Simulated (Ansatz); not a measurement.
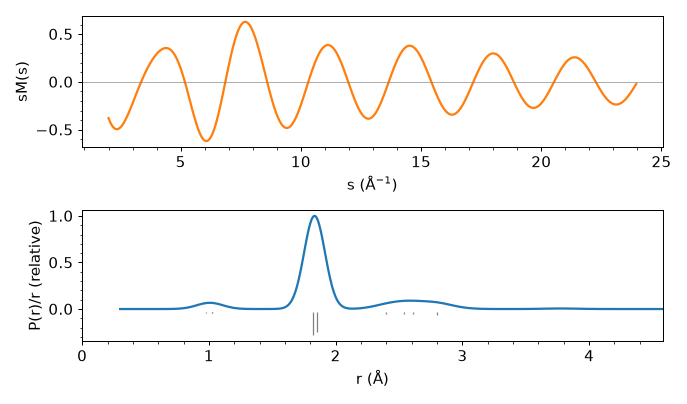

Simulated gas electron diffraction: reduced molecular intensity sM(s) from the Debye equation in the first Born approximation (top) and the radial distribution curve (bottom) of GeH3NO. Each pair of atoms contributes with weight ZᵢZⱼ/r (bars below the curve); damping constant 0.002 Å²; vibrational amplitudes assumed, not computed: 0.05 Å for bonds, 0.078 Å for bonds to H, 0.06 + 0.015 r up to 0.15 Å for other pairs. The geometry is the end point of an optimisation (Ansatz 0.2.0, RKS PBE/def2-SVP); it may be a saddle point or a higher isomer.

Read the positions of the first 3 clear peaks and name the main pairs (– for bonds).

Answer. Peak 1, 1.01 Å: O–H 0.98 Å, N–H 1.02–1.03 Å (×2)
Peak 2, 1.83 Å: Ge–O 1.82 Å, Ge–N 1.85 Å
Peak 3, 2.59 Å: Ge···H 2.40–2.61 Å (×3), O···N 2.80 Å, not resolved
